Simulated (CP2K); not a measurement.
Consider isothiazole at its PBE geometry (Å).

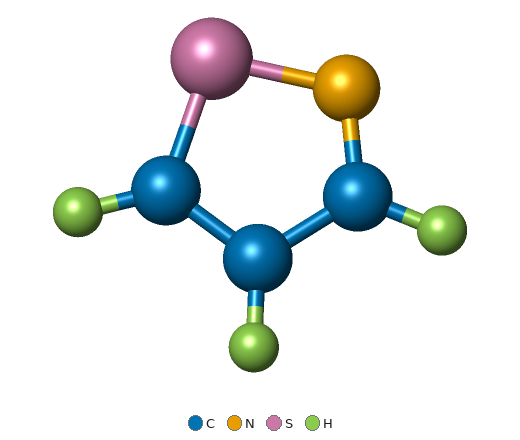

The molecule (carbon blue, nitrogen orange, sulfur pink, hydrogen green).

```xyz
8

C    -0.3931   -0.6309   -0.1022
C     1.0014   -0.4879    0.1187
N     1.4598    0.7557    0.2723
S     0.1853    1.8017    0.1502
C    -1.0050    0.6066   -0.1107
H    -0.9086   -1.5775   -0.2450
H     1.7160   -1.3098    0.1723
H    -2.0558    0.8421   -0.2557
```

Method: CP2K XAS_TDP, all-electron GAPW, PBEh(45%), aug-cc-pVDZ, TDA, no relativity.

Predict the bright core excitations at the N K edge.

Leading lines: N3 395.34 eV. The leading line of an atom is its first one with 35 % of the strongest within 2.5 eV of its lowest line over the strength cut. 

The first six lines of each atom with a strength over 0.0015:

| atom | energy (eV) | states | strength, one atom |
| --- | --- | --- | --- |
| N3 (bonded to C and S) | 395.34 | 1 | 0.0476 |
|  | 397.74 | 1 | 0.0391 |
|  | 400.35 | 1 | 0.0054 |
|  | 401.68 | 1 | 0.0046 |
|  | 402.31 | 1 | 0.0033 |
|  | 402.84 | 1 | 0.0021 |

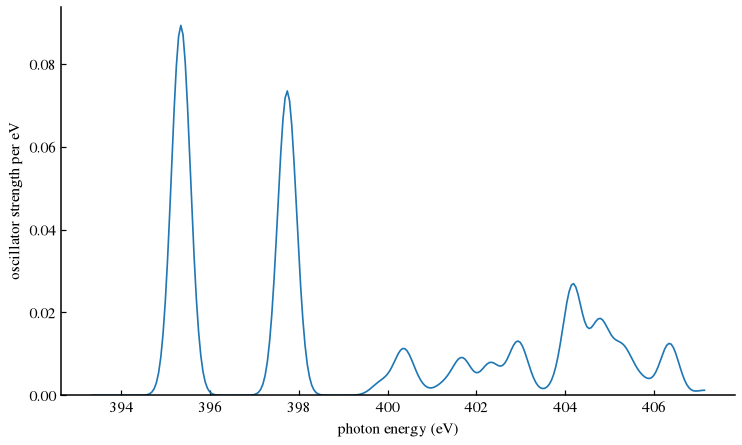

All atoms added, broadened by 0.5 eV.

Lines are vertical, at one geometry, with no vibrational structure. Without a correction of the core level, line positions, and the gaps between valence and Rydberg lines, follow the share of exact exchange. At this level such K lines come out 3 to 6 eV under measured ones. These values hold no scalar relativity, about 0.2 eV for N 1s. Rydberg lines, and the discretised continuum above threshold, depend on the basis and the box.

[Banner, clock and machine lines of the logs are left out without a mark of their own.]

[Logs are printed without paths, hosts, clocks, repeated set-up lines and the standing remarks that a program may print on its own settings, such as how far it seeks lower states.]

[Hosts, paths, dates, database ids (printed as entryN), source tags and the programs' standing remarks are cut or masked in the printed files.]
